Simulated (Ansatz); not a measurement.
# Ta: faces ranked by energy

Which of these faces of Ta costs least, and does the order hold when functional or mesh changes?

Calculated with Ansatz 0.2.0: Kohn-Sham DFT, PBE, PAW (set soft_2), plane waves; cutoff 420 eV, fermi-dirac smearing of 0.1 eV. Each cell was relaxed with PBE at fixed cell edges, then solved at the other levels. Its free energy less that of as many atoms of bulk Ta (18.297 Å³ an atom, mesh 17×17×17) is divided by the area of its two faces. Cutoffs: 420 eV for PBE and PBEsol; 500 eV for r2SCAN.

Ta(110), as built: Slab of Ta cut on (1 1 0), 11.7 Å thick, 2 x 2 surface cells, both faces free, 15 Å of vacuum; not relaxed. Lattice constants are starting values near those of PBE.

Ta(210), as built: Slab of Ta cut on (2 1 0), 12.6 Å thick, 1 x 2 surface cells, both faces free, 15 Å of vacuum; not relaxed. Lattice constants are starting values near those of PBE.

**Cells**

```
   cell  atoms  area (Å²)                     k-mesh  gain on relaxing (J/m²)  neighbours missing (per Å²)  work function (eV)
Ta(110)     24      31.18   7×7×1 (relaxed on 4×4×1)                    0.055                        0.513                4.72
Ta(100)     32      44.09   5×5×1 (relaxed on 4×4×1)                    0.246                        0.544                3.78
Ta(210)     36      49.29   5×5×1 (relaxed on 3×4×1)                    0.196                        0.568                4.09
Ta(310)     24      34.86   6×7×1 (relaxed on 4×5×1)                    0.240                        0.574                3.82
Ta(321)     30      41.24   6×5×1 (relaxed on 4×3×1)                    0.153                        0.582                4.15
Ta(221)     24      33.07   8×8×1 (relaxed on 5×5×1)                    0.230                        0.605                4.07
Ta(211)     20      27.00   6×8×1 (relaxed on 4×5×1)                    0.192                        0.593                3.98
Ta(311)     26      36.56  5×10×1 (relaxed on 3×7×1)                    0.232                        0.602                3.80
Ta(111)     14      19.09   9×9×1 (relaxed on 6×6×1)                    0.341                        0.629                3.82
```

Neighbours are counted within 3.45 Å in the cell as cut, where a bulk atom has 14; the deficit is per area of both faces. The work function is the vacuum level over the Fermi level.

**Surface energy**

In J/m²:

| cell | PBE | PBE, denser mesh | r2SCAN | PBEsol |
| --- | --- | --- | --- | --- |
| Ta(110) | 2.367 | 2.374 | 2.578 | 2.604 |
| Ta(100) | 2.516 | 2.521 | 2.691 | 2.750 |
| Ta(210) | 2.550 | 2.552 | 2.747 | 2.808 |
| Ta(310) | 2.557 | 2.557 | 2.752 | 2.827 |
| Ta(321) | 2.629 | 2.630 | 2.854 | 2.880 |
| Ta(221) | 2.661 | 2.660 | 2.879 | 2.905 |
| Ta(211) | 2.697 | 2.699 | 2.937 | 2.956 |
| Ta(311) | 2.720 | 2.720 | 2.941 | 2.982 |
| Ta(111) | 2.750 | 2.749 | 2.984 | 2.978 |

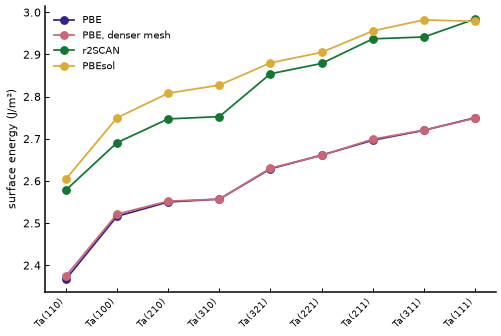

Surface energy by cell, in the order found with PBE.

**Findings**

With PBE the lowest is Ta(110) (2.37 J/m²) and the highest Ta(111) (2.75 J/m²), a ratio of 1.16. PBE on a denser mesh shifts the values by -0.00 to +0.01 J/m² over 9 cells and reverses no pair. r2SCAN shifts the values by +0.17 to +0.24 J/m² over 9 cells and reverses no pair. PBEsol shifts the values by +0.23 to +0.27 J/m² over 9 cells and reverses no pair. A pair counts as reversed only if it differs by over 0.02 J/m² at both levels. The energy rises with the count of missing neighbours per area (correlation +0.97). The work function runs from 3.78 eV on Ta(100) to 4.72 eV on Ta(110).

Limits: The lattice constant is the typed one for every functional. Cells and bulk are sampled on unlike meshes, and thin cells carry size effects; differences of a few hundredths of a J/m² aren't resolved. No reconstruction was sought. Work functions of thin slabs are sensitive to thickness and mesh. These are free energies under a smearing of 0.1 eV, whose entropy term isn't removed. Spin–orbit coupling is left out, which matters for the levels of the heavy elements. In some runs the program notes that the exchange-correlation potential is rough where the density is thin and positions were snapped to a detected symmetry.

[Logs are printed without paths, hosts, clocks, repeated set-up lines and the standing remarks that a program may print on its own settings, such as how far it seeks lower states.]

[Hosts, paths, dates, database ids (printed as entryN), source tags and the programs' standing remarks are cut or masked in the printed files.]
